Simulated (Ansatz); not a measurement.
# AlH3Cl− (SMILES [AlH3-][Cl]) at BCCD(T)/STO-3G

Aim: the energy change on altering one bond length of AlH3Cl− at BCCD(T)/STO-3G, from 2 runs. 

The calculation is run with Ansatz 0.2.0.

5 further runs of the same task are left out: 3 that didn't finish, 2 set aside as unsound or not needed.

### Step 1. The molecule

AlH3Cl− has 5 atoms, charge -1, and is taken as a singlet. As SMILES, `[AlH3-][Cl]`. The shape comes from GFN2-xTB, which is rough for such elements, and wasn't checked as a minimum.

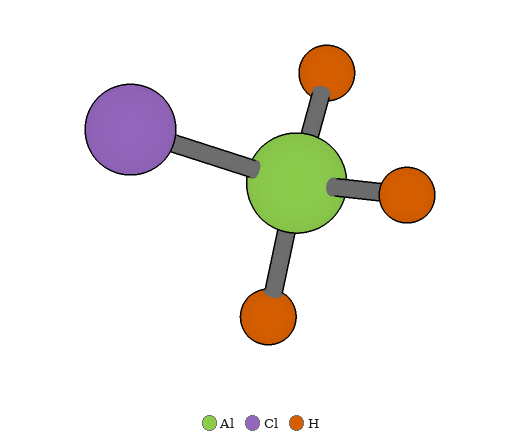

The structure, seen from a chosen angle (aluminium green, chlorine purple, hydrogen orange).

### Step 2. A single-point energy at BCCD(T)/STO-3G

run.yaml reads:

```yaml
crystal:
  periodic: [false, false, false]
  atoms:
    - {symbol: Al, position_ang: [0.109160, -0.000440, -0.082500]}
    - {symbol: Cl, position_ang: [-1.562720, -0.002110, 1.184250]}
    - {symbol: H, position_ang: [0.226090, 1.478490, -0.704190]}
    - {symbol: H, position_ang: [-0.160190, -1.106410, -1.218300]}
    - {symbol: H, position_ang: [1.387660, -0.369540, 0.820730]}
basis:
  gaussian:
    orbitals: STO-3G
total_charge: -1
correlation:
  method: bccd_t
  frozen_orbitals: {Al: 5, Cl: 5, H: 0}
accuracy: high
scf:
  omitted_lower_state_checks: [cluster_reference, increment]
```

Run with:

```sh
$ ansatz run run.yaml --threads 1 --pin off --max-ram 2610MiB --events-out events.jsonl --progress --plain --runs-dir runs
```

The program printed, cut to the lines that bear on the results:

```text
Warning: RAYON_NUM_THREADS=1 ignored (pool sized by the plan → 1); use --threads N
Functional definition: HF
  name "HF"
[...]
362 factors; integrals over basis functions are off by at most 7.1e-9 eV
[...]
mean field -18920.34048435 eV, -695.3096881324 hartree, gradient 8.0e-8 eV, S^2 0.000000; 0 other end points of the search recorded, 0 dependent functions left out
10 core orbitals not correlated: weight in the atoms' cores, before any rotation towards them, 0.999 or more for the frozen orbitals, at most 0.000 for the correlated occupied ones
reference -18920.34048435 eV, -695.3096881324 hartree; 7, 7 occupied and 4, 4 virtual orbitals, 362 factors
second order -0.98827341 eV of doubles, -0.00000000 eV of singles
cycle   1  -1.26945151 eV  change   -2.8e-1 eV  update   4.5e-2
[...]
cycle  16  -1.41569764 eV  change  -6.7e-11 eV  update  9.2e-10
perturbative correction -0.01105027 eV, -0.0004060900 hartree
Total energy: -18921.76723226 eV, -695.3621201510 hartree
Checks for a lower state left out: cluster_reference, increment
```

Run time: 0.39 s. Hardware: 1 thread of Intel Xeon Platinum 8259CL at 2.50GHz (Skylake/Cascade Lake), shared host.

### Step 3. The distorted shape, same level

run.yaml reads:

```yaml
crystal:
  periodic: [false, false, false]
  atoms:
    - symbol: Al
      position_ang: [-0.210487, 0.091841, -0.308323]
    - symbol: Cl
      position_ang: [-1.882367, 0.090171, 0.958427]
    - symbol: H
      position_ang: [-0.093557, 1.570771, -0.930013]
    - symbol: H
      position_ang: [-0.479837, -1.014129, -1.444123]
    - symbol: H
      position_ang: [1.387660, -0.369540, 0.820730]
basis:
  gaussian: {orbitals: STO-3G}
total_charge: -1
accuracy: high
correlation: {method: bccd_t, frozen_orbitals: {Al: 5, Cl: 5, H: 0}}
scf: {omitted_lower_state_checks: [cluster_reference, increment]}
```

Run with:

```sh
$ ansatz run run.yaml --threads 1 --pin off --max-ram 2610MiB --events-out events.jsonl --progress --plain --runs-dir runs
```

The program printed, cut to the lines that bear on the results:

```text
Warning: RAYON_NUM_THREADS=1 ignored (pool sized by the plan → 1); use --threads N
[... 2 set-up lines as earlier in the session ...]
[...]
362 factors; integrals over basis functions are off by at most 7.8e-9 eV
[...]
mean field -18918.63284764 eV, -695.2469336407 hartree, gradient 5.6e-9 eV, S^2 0.000000; 0 other end points of the search recorded, 0 dependent functions left out
10 core orbitals not correlated: weight in the atoms' cores, before any rotation towards them, 0.999 or more for the frozen orbitals, at most 0.000 for the correlated occupied ones
reference -18918.63284764 eV, -695.2469336407 hartree; 7, 7 occupied and 4, 4 virtual orbitals, 362 factors
second order -1.15860206 eV of doubles, -0.00000000 eV of singles
cycle   1  -1.49546470 eV  change   -3.4e-1 eV  update   5.8e-2
[...]
cycle  19  -1.69071192 eV  change  -4.6e-11 eV  update  3.1e-10
perturbative correction -0.01782144 eV, -0.0006549259 hartree
Total energy: -18920.34138099 eV, -695.3097210836 hartree
Checks for a lower state left out: cluster_reference, increment
```

Wall time 0.38 s (1 thread of Intel Xeon Platinum 8259CL at 2.50GHz (Skylake/Cascade Lake), shared host).

### Step 4. Results

Level: BCCD(T)/STO-3G, 10 core orbitals frozen.

| quantity | value |
| --- | --- |
| first shape: total energy | -695.36212 Eh |
| first shape: correlation energy (10 core orbitals frozen) | -52.4 mEh |
| first shape: (T) correction | -0.41 mEh |
| distorted shape: total energy | -695.30972 Eh |
| distorted shape: correlation energy (10 core orbitals frozen) | -62.8 mEh |
| distorted shape: (T) correction | -0.65 mEh |
| energy change with the Al1–H5 bond stretched from 1.608 to 2.010 Å | 1.426 eV |

In words: With the Al1–H5 bond stretched from 1.608 to 2.010 Å the energy rises by 1.43 eV (138 kJ/mol). The first shape isn't relaxed at this level, so the change isn't measured from a minimum. The minimal basis adds a large error of its own. The triples (first shape) make up 0.8 % of the correlation energy. The triples (distorted shape) make up 1.0 % of the correlation energy.
